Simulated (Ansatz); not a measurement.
## BH2ClF2: molecular dynamics (part 3 of 3)

Continued. System: BH2ClF2. Method: RKS PBE0-D4/def2-SVP (Ansatz 0.2.0). It belongs to a series of runs on one base structure; here: dynamics from the highest image of the converged band.

Geometry of the input (Å):
```
B  0.0154  -0.2031  0.0343
Cl 0.0040  0.2020  2.0268
H  1.0484  0.1651  -0.4503
F  -1.1576  0.0730  -0.5037
F  0.0625  -1.7007  0.4205
H  0.0350  -1.2655  1.4881
```

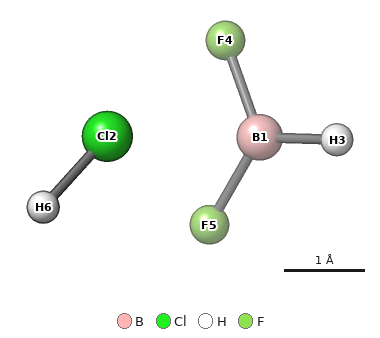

Fig. 1: The geometry at step 100 of the log (ball-and-stick view, seen at a tilt; atoms are numbered from 1 in the order of the input).

**Trajectory as extended XYZ (Å, eV, eV/Å), 33 of the 201 frames kept, from step=0 to step=200**
```
6
Properties=species:S:1:pos:R:3:forces:R:3 step=0 time_fs=0.0 energy=-18648.49314 temperature=300.0
B     0.0154   -0.2031    0.0343   -0.0001   0.0003   0.0001
Cl    0.0040    0.2020    2.0268    0.0001  -0.0001  -0.0001
H     1.0484    0.1651   -0.4503    0.0000   0.0000   0.0000
F    -1.1576    0.0730   -0.5037    0.0001  -0.0002   0.0000
F     0.0625   -1.7007    0.4205   -0.0001   0.0001   0.0000
H     0.0350   -1.2655    1.4881    0.0000   0.0000   0.0000
6
Properties=species:S:1:pos:R:3:forces:R:3 step=6 time_fs=3.0 energy=-18648.45550 temperature=227.4
B     0.0142   -0.1920    0.0171    0.4473  -0.5951   0.7872
Cl    0.0058    0.2015    2.0258   -0.2034  -0.0581   0.1681
H     1.0617    0.2025   -0.3808    0.1234   0.0375  -0.3548
F    -1.1548    0.0671   -0.4974   -0.4640   0.1950  -0.3912
F     0.0621   -1.7026    0.4212   -0.1516   0.2795  -0.0975
H    -0.0717   -1.2568    1.5049    0.2482   0.1412  -0.1118
6
Properties=species:S:1:pos:R:3:forces:R:3 step=12 time_fs=6.0 energy=-18648.39278 temperature=106.4
B     0.0166   -0.1855    0.0059    0.9700  -0.8495   1.0511
Cl    0.0071    0.2008    2.0252   -0.3647  -0.0967   0.2951
H     1.0821    0.2417   -0.3399   -0.1749  -0.1100  -0.4324
F    -1.1542    0.0620   -0.4928   -0.6461   0.3089  -0.5862
F     0.0611   -1.7032    0.4215   -0.2353   0.5280  -0.2358
H    -0.1573   -1.2365    1.5130    0.4511   0.2193  -0.0919
6
Properties=species:S:1:pos:R:3:forces:R:3 step=19 time_fs=9.5 energy=-18648.37709 temperature=76.0
B     0.0285   -0.1864    0.0030    0.5627  -0.9455   0.7496
Cl    0.0075    0.1998    2.0254   -0.4123   0.0241   0.4061
H     1.0875    0.2749   -0.3380   -0.2742  -0.2301  -0.3815
F    -1.1568    0.0579   -0.4906   -0.2069   0.2829  -0.4208
F     0.0586   -1.7008    0.4204   -0.1640   0.7514  -0.4811
H    -0.2089   -1.1905    1.5148    0.4948   0.1172   0.1276
6
Properties=species:S:1:pos:R:3:forces:R:3 step=25 time_fs=12.5 energy=-18648.41049 temperature=140.5
B     0.0435   -0.1955    0.0071   -0.5152  -1.0846   0.1751
Cl    0.0067    0.1990    2.0267   -0.3132   0.3269   0.5454
H     1.0694    0.2835   -0.3720    0.0303  -0.1698  -0.2821
F    -1.1600    0.0557   -0.4909    0.4205   0.1918  -0.0822
F     0.0556   -1.6951    0.4171    0.0263   0.8620  -0.7113
H    -0.2082   -1.1405    1.5274    0.3513  -0.1262   0.3551
6
Properties=species:S:1:pos:R:3:forces:R:3 step=31 time_fs=15.5 energy=-18648.45856 temperature=233.5
B     0.0546   -0.2132    0.0124   -1.1620  -1.1301  -0.5383
Cl    0.0053    0.1991    2.0293   -0.1505   0.7253   0.7484
H     1.0520    0.2768   -0.4291    0.1126  -0.1792  -0.0236
F    -1.1615    0.0543   -0.4915    0.8084   0.1239   0.2120
F     0.0528   -1.6855    0.4106    0.2368   0.8475  -0.8664
H    -0.1776   -1.1017    1.5698    0.1547  -0.3874   0.4679
6
Properties=species:S:1:pos:R:3:forces:R:3 step=38 time_fs=19.0 energy=-18648.56479 temperature=439.0
B     0.0564   -0.2451    0.0129   -1.0634  -0.9689  -1.2110
Cl    0.0031    0.2013    2.0347   -0.0204   0.8289   0.9121
H     1.0405    0.2483   -0.4952   -0.0780  -0.2599   0.3676
F    -1.1587    0.0536   -0.4910    0.7446   0.1177   0.3319
F     0.0509   -1.6696    0.3980    0.3810   0.5425  -0.8680
H    -0.1250   -1.0958    1.6692    0.0362  -0.2603   0.4675
6
Properties=species:S:1:pos:R:3:forces:R:3 step=44 time_fs=22.0 energy=-18648.70535 temperature=710.7
B     0.0486   -0.2809    0.0033   -0.7567  -0.8207  -1.3455
Cl    0.0011    0.2054    2.0417    0.0254   0.4510   1.0071
H     1.0264    0.2015   -0.5213    0.0408  -0.1051   0.4287
F    -1.1528    0.0535   -0.4891    0.2989   0.1956   0.2216
F     0.0511   -1.6532    0.3830    0.3808  -0.0452  -0.7640
H    -0.0756   -1.1127    1.7981    0.0108   0.3244   0.4521
6
Properties=species:S:1:pos:R:3:forces:R:3 step=50 time_fs=25.0 energy=-18648.86031 temperature=1010.2
B     0.0349   -0.3233   -0.0170   -0.2530  -0.4963  -1.2593
Cl   -0.0008    0.2106    2.0513    0.0645   0.4411   1.2264
H     1.0170    0.1468   -0.5123    0.3032   0.1932   0.2504
F    -1.1455    0.0543   -0.4862   -0.3540   0.3496  -0.0280
F     0.0530   -1.6372    0.3645    0.2633  -0.9534  -0.5679
H    -0.0255   -1.1049    1.9655   -0.0240   0.4658   0.3784
6
Properties=species:S:1:pos:R:3:forces:R:3 step=56 time_fs=28.0 energy=-18648.97343 temperature=1228.8
B     0.0195   -0.3691   -0.0474    0.6620   0.5371  -1.2599
Cl   -0.0025    0.2171    2.0638    0.0531   1.0809   1.3509
H     1.0306    0.1073   -0.4812    0.1622   0.2969   0.1098
F    -1.1398    0.0568   -0.4834   -0.9376   0.4921  -0.3138
F     0.0561   -1.6258    0.3435    0.0787  -2.2529  -0.1506
H     0.0229   -1.0634    2.1652   -0.0185  -0.1542   0.2636
6
Properties=species:S:1:pos:R:3:forces:R:3 step=62 time_fs=31.0 energy=-18649.02177 temperature=1322.5
B     0.0093   -0.4105   -0.0879    1.4296   1.8115  -1.2037
Cl   -0.0041    0.2259    2.0795    0.0341   0.7372   1.4460
H     1.0562    0.0917   -0.4407   -0.2358   0.1920  -0.0351
F    -1.1383    0.0614   -0.4821   -1.1419   0.4988  -0.5004
F     0.0595   -1.6246    0.3218   -0.0672  -3.3954   0.2629
H     0.0698   -1.0274    2.3870   -0.0188   0.1560   0.0303
6
Properties=species:S:1:pos:R:3:forces:R:3 step=69 time_fs=34.5 energy=-18649.09076 temperature=1456.1
B     0.0111   -0.4411   -0.1468    1.1255   1.7450  -0.5289
Cl   -0.0058    0.2383    2.1026    0.0934  -0.0492   1.7404
H     1.0634    0.0949   -0.3998   -0.2034   0.1681  -0.3380
F    -1.1428    0.0696   -0.4833   -0.7556   0.2630  -0.5205
F     0.0631   -1.6421    0.2978   -0.1615  -2.9878   0.1268
H     0.1211   -0.9603    2.6437   -0.0985   0.8609  -0.4798
6
Properties=species:S:1:pos:R:3:forces:R:3 step=75 time_fs=37.5 energy=-18649.18807 temperature=1643.8
B     0.0222   -0.4528   -0.2019    0.0877   0.4519   0.4222
Cl   -0.0071    0.2492    2.1267    0.0320   0.4816   1.3698
H     1.0522    0.1137   -0.3943    0.1402   0.2013  -0.5185
F    -1.1504    0.0779   -0.4869   -0.0628  -0.0898  -0.4318
F     0.0655   -1.6717    0.2777   -0.1560  -1.2752  -0.5185
H     0.1573   -0.8339    2.8256   -0.0412   0.2303  -0.3231
6
Properties=species:S:1:pos:R:3:forces:R:3 step=81 time_fs=40.5 energy=-18649.19888 temperature=1665.1
B     0.0343   -0.4606   -0.2539   -0.6313  -0.5416   1.1133
Cl   -0.0083    0.2612    2.1542   -0.0890   1.0091   0.6957
H     1.0496    0.1476   -0.4318    0.0613  -0.0624  -0.4643
F    -1.1583    0.0858   -0.4925    0.6489  -0.4638  -0.3085
F     0.0672   -1.7071    0.2553   -0.0718   0.4661  -1.1616
H     0.1906   -0.6881    2.9825    0.0818  -0.4074   0.1254
6
Properties=species:S:1:pos:R:3:forces:R:3 step=88 time_fs=44.0 energy=-18649.15852 temperature=1587.2
B     0.0422   -0.4749   -0.3034   -0.9005  -0.8724   1.3082
Cl   -0.0099    0.2779    2.1887    0.0547   0.2740   1.0776
H     1.0490    0.1763   -0.5234   -0.2856  -0.5213  -0.2148
F    -1.1637    0.0922   -0.5007    1.1835  -0.8088  -0.1430
F     0.0687   -1.7455    0.2224    0.0075   1.7257  -1.5278
H     0.2353   -0.5481    3.1670   -0.0595   0.2028  -0.5002
6
Properties=species:S:1:pos:R:3:forces:R:3 step=94 time_fs=47.0 energy=-18649.16981 temperature=1609.2
B     0.0412   -0.4945   -0.3348   -1.1123  -0.9386   1.0639
Cl   -0.0112    0.2932    2.2210    0.0945   0.1163   1.0826
H     1.0265    0.1569   -0.6235   -0.1338  -0.5490  -0.0327
F    -1.1627    0.0939   -0.5085    1.2636  -0.9666   0.0218
F     0.0700   -1.7705    0.1868   -0.0108   2.0744  -1.4637
H     0.2698   -0.4169    3.2855   -0.1011   0.2635  -0.6718
6
Properties=species:S:1:pos:R:3:forces:R:3 step=100 time_fs=50.0 energy=-18649.24959 temperature=1763.2
B     0.0314   -0.5216   -0.3578   -1.0721  -0.7965   0.5272
Cl   -0.0123    0.3089    2.2557   -0.1412   0.5331   0.1371
H     0.9944    0.0922   -0.7272    0.2417  -0.3003   0.0485
F    -1.1561    0.0912   -0.5162    0.9706  -0.9481   0.2003
F     0.0713   -1.7862    0.1447   -0.1275   1.7494  -1.0650
H     0.2977   -0.2674    3.3542    0.1285  -0.2375   0.1519
6
Properties=species:S:1:pos:R:3:forces:R:3 step=106 time_fs=53.0 energy=-18649.31425 temperature=1888.0
B     0.0135   -0.5546   -0.3768   -0.2619  -0.0815  -0.3593
Cl   -0.0138    0.3258    2.2909   -0.1776   0.4449  -0.0226
H     0.9799    0.0009   -0.8264    0.2256  -0.1304   0.1761
F    -1.1451    0.0842   -0.5230    0.3762  -0.7233   0.3504
F     0.0719   -1.7942    0.0979   -0.3189   0.7107  -0.3666
H     0.3352   -0.1340    3.4300    0.1567  -0.2204   0.2220
6
Properties=species:S:1:pos:R:3:forces:R:3 step=112 time_fs=56.0 energy=-18649.29441 temperature=1849.8
B    -0.0061   -0.5881   -0.3988    0.9306   0.9287  -1.3463
Cl   -0.0155    0.3437    2.3262    0.0985   0.0794   0.7639
H     0.9829   -0.1016   -0.9101   -0.0578   0.0410   0.3183
F    -1.1325    0.0740   -0.5282   -0.3360  -0.3324   0.4246
F     0.0711   -1.7991    0.0494   -0.5092  -0.8030   0.4714
H     0.3836   -0.0175    3.5174   -0.1261   0.0862  -0.6319
6
Properties=species:S:1:pos:R:3:forces:R:3 step=119 time_fs=59.5 energy=-18649.23320 temperature=1731.7
B    -0.0197   -0.6179   -0.4380    1.6449   1.3419  -1.7980
Cl   -0.0174    0.3650    2.3696   -0.0043   0.1347   0.3669
H     0.9827   -0.2130   -0.9759    0.0083   0.4637   0.1643
F    -1.1198    0.0604   -0.5319   -0.9622   0.1467   0.4111
F     0.0671   -1.8098   -0.0043   -0.6604  -2.0636   1.1450
H     0.4294    0.1239    3.5607   -0.0262  -0.0234  -0.2894
6
Properties=species:S:1:pos:R:3:forces:R:3 step=125 time_fs=62.5 energy=-18649.24703 temperature=1758.7
B    -0.0177   -0.6325   -0.4865    1.4574   0.6809  -1.3430
Cl   -0.0190    0.3835    2.4077   -0.3196   0.1988  -0.4607
H     0.9840   -0.2679   -1.0169    0.2603   0.7261  -0.1079
F    -1.1134    0.0492   -0.5330   -1.0076   0.3410   0.3296
F     0.0606   -1.8284   -0.0451   -0.6804  -1.8235   1.0785
H     0.4670    0.2439    3.5715    0.2899  -0.1233   0.5035
6
Properties=species:S:1:pos:R:3:forces:R:3 step=131 time_fs=65.5 energy=-18649.34032 temperature=1938.4
B    -0.0041   -0.6417   -0.5457    0.9387  -0.1379  -0.5653
Cl   -0.0213    0.4025    2.4450   -0.0267   0.0856   0.1719
H     1.0041   -0.2636   -1.0649    0.0590   0.5457  -0.1004
F    -1.1114    0.0395   -0.5326   -0.4692   0.1904   0.1718
F     0.0510   -1.8550   -0.0811   -0.5012  -0.6459   0.4805
H     0.5244    0.3550    3.6133   -0.0005  -0.0379  -0.1585
6
Properties=species:S:1:pos:R:3:forces:R:3 step=138 time_fs=69.0 energy=-18649.36596 temperature=1988.1
B     0.0205   -0.6537   -0.6200   -0.0751  -0.5185   0.4243
Cl   -0.0240    0.4250    2.4892    0.2473   0.0816   0.6155
H     1.0294   -0.2046   -1.1294   -0.3941  -0.0112   0.0866
F    -1.1113    0.0289   -0.5313    0.5763  -0.2810  -0.1182
F     0.0371   -1.8893   -0.1206   -0.0852   0.7866  -0.3807
H     0.5896    0.4791    3.6430   -0.2693  -0.0576  -0.6275
6
Properties=species:S:1:pos:R:3:forces:R:3 step=144 time_fs=72.0 energy=-18649.30502 temperature=1870.4
B     0.0412   -0.6682   -0.6804   -1.2893  -0.5455   1.3013
Cl   -0.0257    0.4444    2.5284   -0.1836   0.0060  -0.2108
H     1.0199   -0.1512   -1.1791   -0.2834  -0.3310   0.0341
F    -1.1087    0.0187   -0.5307    1.3004  -0.6427  -0.3888
F     0.0246   -1.9153   -0.1561    0.2884   1.5092  -0.9212
H     0.6260    0.5811    3.6196    0.1675   0.0040   0.1854
6
Properties=species:S:1:pos:R:3:forces:R:3 step=150 time_fs=75.0 energy=-18649.23834 temperature=1741.8
B     0.0517   -0.6871   -0.7305   -2.1516  -0.4687   1.8724
Cl   -0.0279    0.4639    2.5672   -0.2708  -0.0518  -0.3464
H     0.9880   -0.1245   -1.2267    0.1023  -0.4105  -0.1410
F    -1.1004    0.0056   -0.5319    1.5123  -0.7603  -0.5578
F     0.0134   -1.9346   -0.1957    0.5480   1.6385  -1.1401
H     0.6742    0.6835    3.6069    0.2599   0.0528   0.3130
6
Properties=species:S:1:pos:R:3:forces:R:3 step=156 time_fs=78.0 energy=-18649.25685 temperature=1777.5
B     0.0457   -0.7095   -0.7660   -1.8882  -0.1177   1.6951
Cl   -0.0306    0.4833    2.6054    0.3121   0.1474   0.4345
H     0.9623   -0.1334   -1.2851    0.1554  -0.4960  -0.1386
F    -1.0853   -0.0109   -0.5355    1.1157  -0.5385  -0.5356
F     0.0047   -1.9467   -0.2404    0.6246   1.1574  -0.9821
H     0.7392    0.7882    3.6136   -0.3195  -0.1526  -0.4734
6
Properties=species:S:1:pos:R:3:forces:R:3 step=162 time_fs=81.0 energy=-18649.33034 temperature=1919.1
B     0.0253   -0.7328   -0.7885   -0.5806   0.3321   0.7846
Cl   -0.0326    0.5030    2.6444    0.2823   0.1482   0.3361
H     0.9478   -0.1847   -1.3541   -0.0834  -0.5280   0.0304
F    -1.0654   -0.0296   -0.5415    0.1413   0.0803  -0.2947
F    -0.0013   -1.9537   -0.2894    0.5279   0.1253  -0.4783
H     0.7816    0.8813    3.5867   -0.2875  -0.1580  -0.3780
6
Properties=species:S:1:pos:R:3:forces:R:3 step=169 time_fs=84.5 energy=-18649.33001 temperature=1918.6
B    -0.0034   -0.7568   -0.8075    1.1449   0.3565  -0.4787
Cl   -0.0344    0.5263    2.6908   -0.3983  -0.2032  -0.3967
H     0.9234   -0.2975   -1.4323   -0.0751  -0.1401   0.0377
F    -1.0419   -0.0506   -0.5500   -1.3610   1.1631   0.1756
F    -0.0052   -1.9617   -0.3491    0.2941  -1.3654   0.3101
H     0.8095    0.9779    3.5243    0.3954   0.1891   0.3520
6
Properties=species:S:1:pos:R:3:forces:R:3 step=175 time_fs=87.5 energy=-18649.26066 temperature=1784.7
B    -0.0193   -0.7745   -0.8271    1.8398   0.0725  -1.1471
Cl   -0.0367    0.5460    2.7297    0.0395   0.0262   0.0184
H     0.8968   -0.4081   -1.4970    0.1727   0.3765  -0.1458
F    -1.0280   -0.0632   -0.5566   -2.0955   1.8130   0.4938
F    -0.0072   -1.9748   -0.3990    0.0836  -2.2450   0.8467
H     0.8587    1.0722    3.4918   -0.0401  -0.0432  -0.0660
6
Properties=species:S:1:pos:R:3:forces:R:3 step=181 time_fs=90.5 energy=-18649.23868 temperature=1742.5
B    -0.0210   -0.7914   -0.8556    1.4958   0.0288  -1.3031
Cl   -0.0389    0.5657    2.7687    0.5290   0.3302   0.3571
H     0.8829   -0.4882   -1.5725    0.1429   0.6374  -0.1156
F    -1.0231   -0.0679   -0.5610   -1.5992   1.5905   0.4676
F    -0.0087   -1.9978   -0.4451   -0.0418  -2.2375   1.0014
H     0.9044    1.1623    3.4547   -0.5268  -0.3494  -0.4074
6
Properties=species:S:1:pos:R:3:forces:R:3 step=188 time_fs=94.0 energy=-18649.31332 temperature=1886.2
B    -0.0091   -0.8106   -0.9016    0.1924   0.1195  -0.8378
Cl   -0.0401    0.5895    2.8151   -0.1219  -0.0952  -0.1114
H     0.8782   -0.5155   -1.6692   -0.1720   0.5223   0.2176
F    -1.0259   -0.0648   -0.5637   -0.0128   0.4824   0.0355
F    -0.0106   -2.0369   -0.4934   -0.0133  -1.1040   0.6357
H     0.9121    1.2368    3.3759    0.1276   0.0751   0.0604
6
Properties=species:S:1:pos:R:3:forces:R:3 step=194 time_fs=97.0 energy=-18649.31680 temperature=1893.1
B     0.0034   -0.8263   -0.9482   -1.1213  -0.0103   0.0544
Cl   -0.0413    0.6097    2.8547   -0.3333  -0.2584  -0.2046
H     0.8615   -0.4903   -1.7348   -0.1851   0.2773   0.3133
F    -1.0288   -0.0594   -0.5658    1.1932  -0.4897  -0.4005
F    -0.0123   -2.0761   -0.5316    0.1049   0.2428   0.0834
H     0.9239    1.3036    3.3085    0.3415   0.2384   0.1540
6
Properties=species:S:1:pos:R:3:forces:R:3 step=200 time_fs=100.0 energy=-18649.26322 temperature=1789.7
B     0.0071   -0.8420   -0.9944   -1.9890  -0.2007   0.9600
Cl   -0.0430    0.6295    2.8939    0.4323   0.3025   0.1021
H     0.8305   -0.4412   -1.7752    0.0070   0.0225   0.1864
F    -1.0265   -0.0561   -0.5696    1.7760  -1.1356  -0.6833
F    -0.0135   -2.1142   -0.5694    0.1964   1.3334  -0.4133
H     0.9570    1.3848    3.2513   -0.4226  -0.3221  -0.1519
```
